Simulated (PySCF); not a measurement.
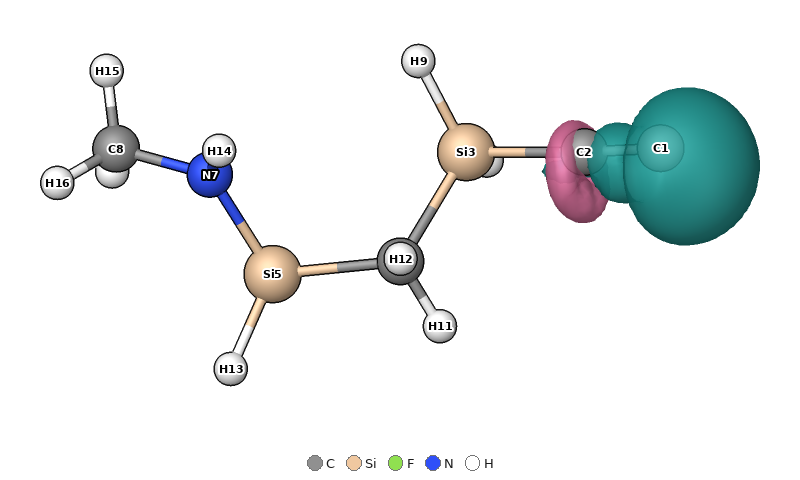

The picture shows: C4H9FNSi2 (doublet). Isosurfaces of the spin density (α minus β) at +0.04 (teal) and −0.04 e/Å³ (pink), seen across its widest extent.

Geometry: GFN2-xTB.

The calculation used PySCF, UKS B3LYP, pcH-1 on C F H N Si, non-relativistic, mean-field spin-orbit, GIAO.

```json
{"atom": "C", "x (Å)": "-4.6426", "y (Å)": "1.3279", "z (Å)": "1.1611"}
{"atom": "C", "x (Å)": "-3.6375", "y (Å)": "0.7310", "z (Å)": "0.8930"}
{"atom": "Si", "x (Å)": "-2.0960", "y (Å)": "-0.2706", "z (Å)": "0.5262"}
{"atom": "C", "x (Å)": "-0.9468", "y (Å)": "0.9567", "z (Å)": "-0.3639"}
{"atom": "Si", "x (Å)": "0.7741", "y (Å)": "0.2676", "z (Å)": "-0.7285"}
{"atom": "F", "x (Å)": "0.6293", "y (Å)": "-1.1548", "z (Å)": "-1.4799"}
{"atom": "N", "x (Å)": "1.5125", "y (Å)": "-0.1165", "z (Å)": "0.7658"}
{"atom": "C", "x (Å)": "2.7082", "y (Å)": "-0.9220", "z (Å)": "0.8841"}
{"atom": "H", "x (Å)": "-1.5635", "y (Å)": "-0.7055", "z (Å)": "1.8235"}
{"atom": "H", "x (Å)": "-2.4898", "y (Å)": "-1.3968", "z (Å)": "-0.3250"}
{"atom": "H", "x (Å)": "-1.4034", "y (Å)": "1.2527", "z (Å)": "-1.3073"}
{"atom": "H", "x (Å)": "-0.8564", "y (Å)": "1.8685", "z (Å)": "0.2243"}
{"atom": "H", "x (Å)": "1.5320", "y (Å)": "1.0602", "z (Å)": "-1.6945"}
{"atom": "H", "x (Å)": "1.4286", "y (Å)": "0.5412", "z (Å)": "1.5251"}
{"atom": "H", "x (Å)": "2.7111", "y (Å)": "-1.4434", "z (Å)": "1.8425"}
{"atom": "H", "x (Å)": "3.6231", "y (Å)": "-0.3257", "z (Å)": "0.8081"}
{"atom": "H", "x (Å)": "2.7100", "y (Å)": "-1.6584", "z (Å)": "0.0850"}
```

Where is the unpaired spin?

Answer. The unpaired spin (1 electron) lies mostly on C1 (about 1.0), in electrons by Hirshfeld's partition.
